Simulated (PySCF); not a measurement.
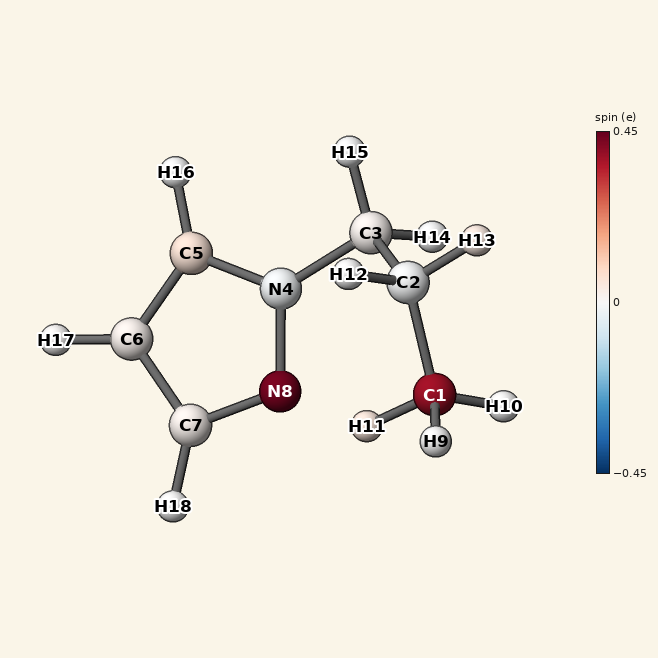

Atoms are coloured by their Mulliken spin populations. Charge +1, doublet. Computed geometry: GFN2-xTB optimisation. No frequency run is at hand to confirm it as a minimum. Properties computed with UKS B3LYP, pcH-1 on C H N, non-relativistic (PySCF 2.14.0).

### Which atom carries the largest spin population?

N8 (0.43 e).

### Which atom has the lowest spin population?

C2, N4 (−0.01 e); a negative value comes from spin polarisation.

List the Mulliken spin populations.

```json
{"atom": "C1", "value (e)": "0.38"}
{"atom": "C2", "value (e)": "−0.01"}
{"atom": "C3", "value (e)": "0.02"}
{"atom": "N4", "value (e)": "−0.01"}
{"atom": "C5", "value (e)": "0.06"}
{"atom": "C6", "value (e)": "0.02"}
{"atom": "C7", "value (e)": "0.02"}
{"atom": "N8", "value (e)": "0.43"}
{"atom": "H9", "value (e)": "0.00"}
{"atom": "H10", "value (e)": "0.00"}
{"atom": "H11", "value (e)": "0.05"}
{"atom": "H12", "value (e)": "0.00"}
{"atom": "H13", "value (e)": "0.04"}
{"atom": "H14", "value (e)": "0.00"}
{"atom": "H15", "value (e)": "0.00"}
{"atom": "H16", "value (e)": "0.00"}
{"atom": "H17", "value (e)": "0.01"}
{"atom": "H18", "value (e)": "0.00"}
```

Mulliken values depend strongly on the basis set.
